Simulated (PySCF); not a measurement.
# MP2/STO-6G run of SnH4 (SMILES [SnH4])

What is the vertical singlet–triplet gap of SnH4 at MP2/STO-6G? 

The calculation is run with PySCF 2.14.0.

3 further runs of the same task are left out: 3 set aside as unsound or not needed.

### 1 The structure to begin with

SnH4 has 5 atoms, charge 0, and is taken as a singlet. As SMILES, `[SnH4]`. Geometry: relaxed at PBE0-D4/def2-TZVP.

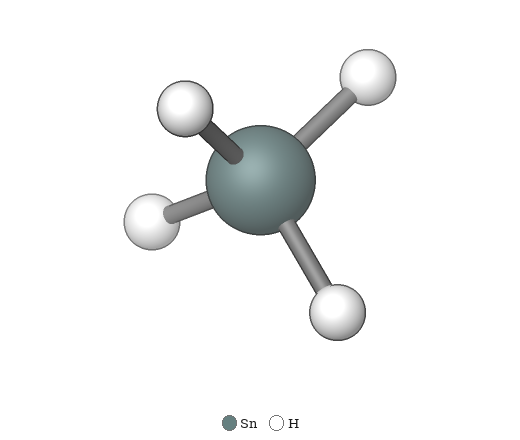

The structure, seen from a chosen angle (tin teal, hydrogen white).

### 2 The energy at MP2/STO-6G

mol.xyz

```xyz
5
H4Sn
Sn     0.000030     0.000010     0.000040
H      0.823920    -0.853480     1.222940
H     -1.563610     0.403420     0.543140
H     -0.116810    -0.974610    -1.392490
H      0.856470     1.424640    -0.373640
```

calc.py

```python
from pyscf import gto, scf, mp

molecule = gto.Mole()
molecule.atom = 'mol.xyz'
molecule.max_memory = 1860
molecule.basis = 'sto-6g'
molecule.spin = 0
molecule.verbose = 3
molecule.build()

mf = scf.RHF(molecule)
mf.conv_tol = 1e-10
mf.kernel()
if not mf.converged:
    mf = mf.newton().run(mf.mo_coeff, mf.mo_occ)

pt = mp.MP2(mf, frozen=18).run()
e_tot = pt.e_tot
print('Final energy', e_tot)
```

Run with:

```bash
$ OMP_NUM_THREADS=1 python calc.py
```

Log:

```text
converged SCF energy = -5996.66905824011
E(RMP2) = -5996.71175281471  E_corr = -0.0426945745989954
E(SCS-RMP2) = -5996.71981133234  E_corr = -0.050753092228655
Final energy -5996.711752814714
```

It took 1.2 s on 1 thread of AMD EPYC 9R45 (Zen 5), shared host; peak memory 0.12 GiB.

### 3 The triplet, same level

calc.py

```python
from pyscf import gto, scf, mp

mol = gto.M(
    atom=[
    ('Sn', (0.000030, 0.000010, 0.000040)),
    ('H', (0.823920, -0.853480, 1.222940)),
    ('H', (-1.563610, 0.403420, 0.543140)),
    ('H', (-0.116810, -0.974610, -1.392490)),
    ('H', (0.856470, 1.424640, -0.373640)),
],
    verbose=4,
    max_memory=1860,
    basis='sto-6g',
    spin=2,
)

mf = scf.UHF(mol)
mf.conv_tol = 1e-10
mf.kernel()
if not mf.converged:
    mf = mf.newton().run(mf.mo_coeff, mf.mo_occ)

pt = mp.MP2(mf, frozen=18).run()
energy = pt.e_tot
print('Final energy', energy)
```

Run with:

```bash
$ OMP_NUM_THREADS=1 python calc.py
```

Log:

```text
PySCF version 2.14.0

[INPUT] num. atoms = 5
[INPUT] num. electrons = 54
[INPUT] charge = 0
[INPUT] spin (= nelec alpha-beta = 2S) = 2
[INPUT] symmetry False subgroup None
[INPUT] Mole.unit = angstrom
[INPUT] Symbol           X                Y                Z      unit          X                Y                Z       unit  Magmom
[INPUT]  1 Sn     0.000030000000   0.000010000000   0.000040000000 AA    0.000056691784   0.000018897261   0.000075589045 Bohr   0.0
[INPUT]  2 H      0.823920000000  -0.853480000000   1.222940000000 AA    1.556983148552  -1.612843452794   2.311021666776 Bohr   0.0
[INPUT]  3 H     -1.563610000000   0.403420000000   0.543140000000 AA   -2.954794665631   0.762353313172   1.026385847296 Bohr   0.0
[INPUT]  4 H     -0.116810000000  -0.974610000000  -1.392490000000 AA   -0.220738908610  -1.841745978262  -2.631424731196 Bohr   0.0
[INPUT]  5 H      0.856470000000   1.424640000000  -0.373640000000 AA    1.618493733906   2.692179426100  -0.706077269182 Bohr   0.0

nuclear repulsion = 63.2611121882324
number of shells = 15
number of NR pGTOs = 186
number of NR cGTOs = 31
basis = sto-6g
ecp = {}

[... 18 lines left out ...]
[... the frontier-level lines of each cycle are left out ...]
[... 3 lines left out ...]
[... 11 lines left out ...]
[... 11 lines left out ...]
[... 11 lines left out ...]
[... 11 lines left out ...]
[... 11 lines left out ...]
[... 11 lines left out ...]
[... 11 lines left out ...]
[... 2 lines left out ...]


cycle= 16 E= -5996.16389733999  delta_E= -1.56e-08  |g|= 2.08e-05  |ddm|= 0.00101


cycle= 17 E= -5996.16389734366  delta_E= -3.67e-09  |g|= 1.22e-05  |ddm|= 0.000299


cycle= 18 E= -5996.16389734405  delta_E= -3.88e-10  |g|= 1.03e-05  |ddm|= 9.43e-05


cycle= 19 E= -5996.1638973441  delta_E= -5.09e-11  |g|= 9.25e-06  |ddm|= 7.87e-05


Extra cycle  E= -5996.16389734466  delta_E= -5.56e-10  |g|= 1.16e-05  |ddm|= 8.03e-05
converged SCF energy = -5996.16389734466  <S^2> = 2.0958455  2S+1 = 3.0632307

******** <class 'pyscf.mp.ump2.UMP2'> ********
nocc = (np.int64(10), np.int64(8)), nmo = (13, 13)
frozen orbitals 18
E(UMP2) = -5996.22122987597  E_corr = -0.0573325313073033
E(SCS-UMP2) = -5996.2311513012  E_corr = -0.0672539565440893
E_corr(same-spin) = -0.00178278579770157
E_corr(oppo-spin) = -0.0555497455096018
Final energy -5996.221229875965
```

It took 1.2 s on 1 thread of AMD EPYC 9R45 (Zen 5), shared host; peak memory 0.12 GiB.

### 4 Results

At MP2/STO-6G, 18 core orbitals frozen:

| quantity | value |
| --- | --- |
| singlet: total energy | -5996.71175 Eh |
| singlet: dipole moment (Hartree–Fock density) | 0.00 D |
| singlet: HOMO energy (Hartree–Fock orbitals) | -10.39 eV |
| singlet: LUMO energy (Hartree–Fock orbitals) | 12.51 eV |
| singlet: HOMO–LUMO gap (Hartree–Fock orbitals) | 22.90 eV |
| singlet: correlation energy (18 core orbitals frozen) | -42.7 mEh |
| triplet: total energy | -5996.22123 Eh |
| triplet: dipole moment (Hartree–Fock density) | 0.00 D |
| triplet: correlation energy (18 core orbitals frozen) | -57.3 mEh |
| triplet: ⟨S²⟩ of the reference determinant | 2.096 |
| vertical energy of the triplet above the singlet | 13.348 eV |

At this shape the triplet lies 13.35 eV (308 kcal/mol) above the singlet. In a minimal basis such a difference can be off by several eV, whatever the method. Relativity is left out (singlet) although the molecule holds a heavy atom. Relativity is left out (triplet) although the molecule holds a heavy atom.
